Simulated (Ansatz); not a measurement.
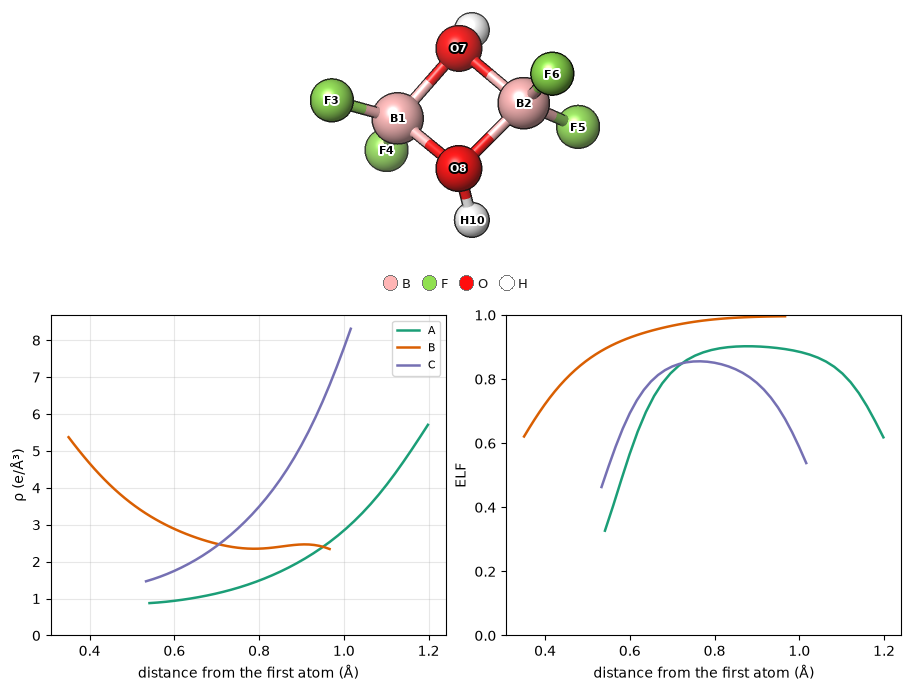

B2F4H2O2 (SMILES F[B-]1(F)[OH+][B-](F)(F)[OH+]1). Total electron density and ELF along straight lines between neighbouring atoms. The curves leave out the atomic cores. The structure is drawn too.

Geometry: PBE0-D4/def2-SVP.

Theory: isolated molecule in a Gaussian basis; Kohn-Sham density functional theory, functional PBE0 in Ansatz 0.2.0.

Input file:

```
crystal:
  periodic: [false, false, false]
  atoms:
    - {symbol: B, position_ang: [-0.323138, -1.046985, 0.164763]}
    - {symbol: B, position_ang: [0.550505, 0.910412, -0.300116]}
    - {symbol: F, position_ang: [0.139023, -2.251524, -0.170276]}
    - {symbol: F, position_ang: [-1.469117, -1.003308, 0.878436]}
    - {symbol: F, position_ang: [-0.142397, 1.969212, 0.172467]}
    - {symbol: F, position_ang: [1.665793, 1.169211, -0.982694]}
    - {symbol: O, position_ang: [0.763049, -0.151009, 0.804365]}
    - {symbol: O, position_ang: [-0.382036, -0.077681, -1.038834]}
    - {symbol: H, position_ang: [0.545645, 0.157333, 1.694081]}
    - {symbol: H, position_ang: [-1.264227, 0.273239, -1.219190]}
basis:
  gaussian:
    orbitals: def2-SVPD
hamiltonian:
  xc: pbe0
output: {forces: true, orbitals: {seedname: orbitals}}
```

Run with:

```sh
ansatz run input.yaml --threads 2 --pin off --max-ram 5220MiB --events-out events.jsonl --progress --plain --runs-dir runs
```

Which curve belongs to which contact (B–F, B–O and O–H)? The first atom named is at distance zero.

Answer. Curve A: B–O (1.55 Å): the density is about 1.4 e/Å³ at the midpoint; the ELF peaks at about 0.90 between the atoms (a shared but strongly polarised pair). Curve B: O–H (0.97 Å): the density is about 3.7 e/Å³ at the midpoint; the ELF climbs to about 1 towards the hydrogen, as it does in any bond to H: a covalent bond by its length. Curve C: B–F (1.33 Å): ρ is about 2.2 e/Å³ halfway; the ELF peaks at about 0.85 between the atoms, as expected for a shared but strongly polarised pair.
